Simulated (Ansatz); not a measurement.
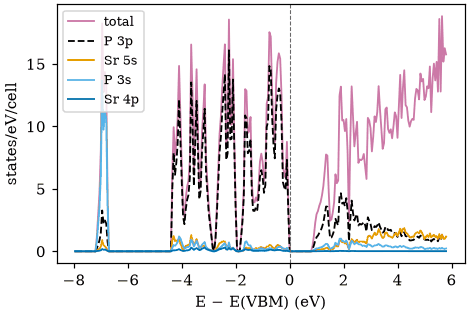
Figure: Total and projected density of states of Sr3P4 in space group Fdd2 (No. 43; Sr on 16b, Sr on 8a, P on 16b, P on 16b), PBEsol (plane waves, PAW; program Ansatz)

Task: Which orbitals carry the states next to the gap?

Result: Top 1 eV of the valence band: P 3p 84 %, outside the projected shells 11 %. Bottom 1 eV of the conduction band: P 3p 43 %, P 3s 9 %, outside the projected shells 44 %. Projections are on Löwdin-orthogonalised atomic valence shells; empty p or d shells of many metals are not among them.

Task: Where is the tallest occupied peak in this window, and what makes it?

Result: Near -2.3 eV, about 19 states/eV per cell; the largest projected share is P 3p.

The workflow started from a Materials Project entry (that database holds measured and hypothetical structures alike); the Crystallography Open Database files this formula in space group No. 43, but the cells were not matched. Its standing as an ambient phase is unchecked. The PBEsol relaxation kept the symmetry of its start; its stability against distortions is not shown here. Scalar-relativistic: spin–orbit coupling is off unless named, which matters more the heavier the elements.

Potentials: the later of the program's two PAW sets.
